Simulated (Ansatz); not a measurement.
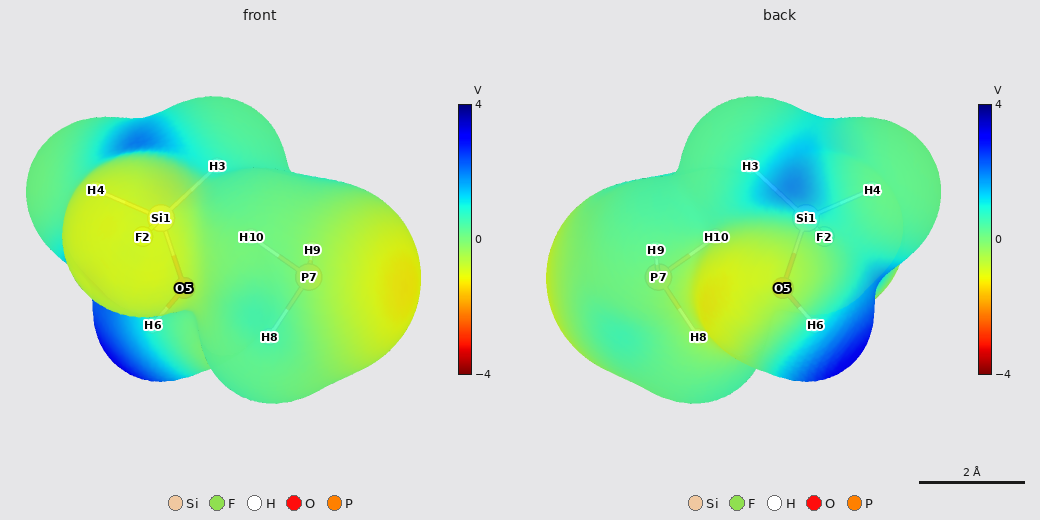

FH3OSi···PH3. The electrostatic potential painted on the density surface at 0.002 e/bohr³, seen from the front and from behind; red is negative and blue positive.

Not at a stationary point (largest force 1.1 eV/Å).

All numbers below come from Ansatz 0.2.0, RHF/def2-SVP.

```xyz
10

Si   -0.0930    0.0409    0.0384
F    -0.2143    0.0086    1.6341
H     1.3012    0.2061   -0.3597
H    -0.8975    1.2085   -0.3672
O    -0.7010   -1.3182   -0.6311
H    -1.6191   -1.5297   -0.5483
P     1.8429   -2.4905    1.2559
H     0.5195   -2.9690    1.2438
H     1.8837   -2.1418   -0.1051
H     1.5264   -1.2114    1.7624
```

> Which sites attract a positive test charge, and which a negative one?

A positive charge is drawn to the negative regions and a negative charge to the positive ones. The most negative region (about −1.3 V) lies over O5 and P7, the most positive (about +3.1 V) over H6.
